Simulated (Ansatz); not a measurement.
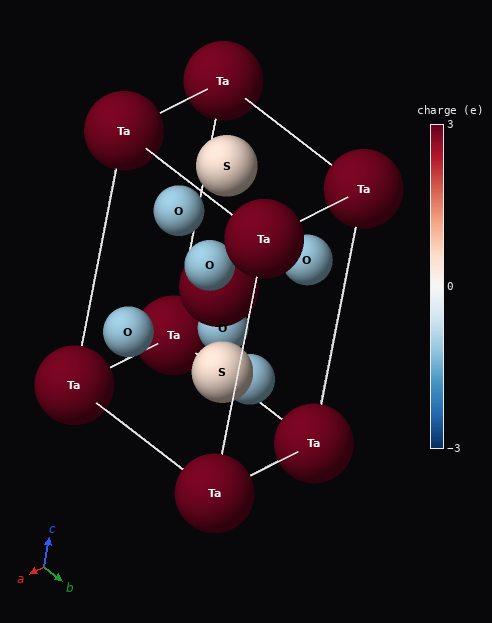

We look at a spheres-only model of the crystal slightly off an axis. The edges of the simulation cell are marked. The atoms of this TaSO3 cell are coloured by their Bader charge.

Calculation details: DFT, PAW plane waves, r2SCAN (Ansatz 0.2.0); cutoff 500 eV, 6×6×6 k-points, Gaussian smearing of 0.022 eV, no spin polarisation.

Q: Which element is the most positive, and which the most negative?

A: Most positive: Ta; most negative: O. Charges: about Ta +2.8 e; S +0.4 e; O -1.1 e.

The picture shows a generated cell, made by putting these elements into a known structure type (the compound may or may not exist in this form); the geometry isn't optimised. An electronic-structure calculation with Ansatz was run on it.

At this level of theory the cell isn't at rest (forces up to 2.0 eV/Å), so its distances can differ from those at equilibrium, the more so the softer the solid.
